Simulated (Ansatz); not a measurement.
# Is the response still linear at 0.4 V/Å? Al(111), 6 layers

The dipole of a slab grows in proportion to a weak field along its normal. Does the weak-field slope carry to a strong field?

Set-up. Ansatz 0.2.0, plane waves with PAW datasets (its set soft_2), LDA; atoms held at bulk places, 18 Å of vacuum, dipole correction, cell area 7.10 Å², 24×24 k-points, smearing 0.1 eV. Without field the slab has no gap over 0.05 eV.

```tsv
run	field (V/Å)	dipole (e·Å)
run 1	−0.10	−0.05933
run 2	−0.05	−0.02966
run 3	0.00	0.00000
run 4	0.05	0.02966
run 5	0.10	0.05933
run 6	0.40	?
```

**Question.** What value belongs in the row marked “?”, and how far can the other rows tell?

A least-squares line through the 5 rows shown has slope 0.593280 and intercept 0.000000; no row lies more than 0.00001 e·Å off it. A perfect conductor with that slope would be 180.95 × 0.59328 / 7.10 = 15.12 Å thick. At 0.40 it gives 0.593280 × 0.40 + 0.000000 = 0.23731 e·Å, beyond the rows fitted. Rounding and scatter of the rows alone allow about ±0.00002 e·Å there.

The run itself gives 0.23747 e·Å: a miss of +0.00016 e·Å. That is under 1 % of the induced dipole, so the response is still linear.

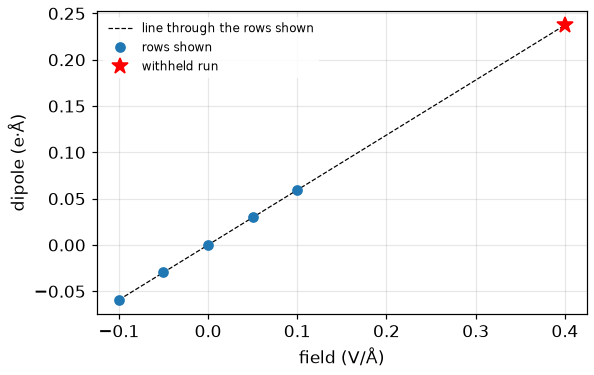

The fit and the withheld run.

Caveats: Ions are held, so this is the electronic response. Of the series that stay linear within 1 %, this collection keeps about one in seven, and it keeps all that bend.

[Logs are printed without paths, hosts, clocks, repeated set-up lines and the standing remarks that a program may print on its own settings, such as how far it seeks lower states.]
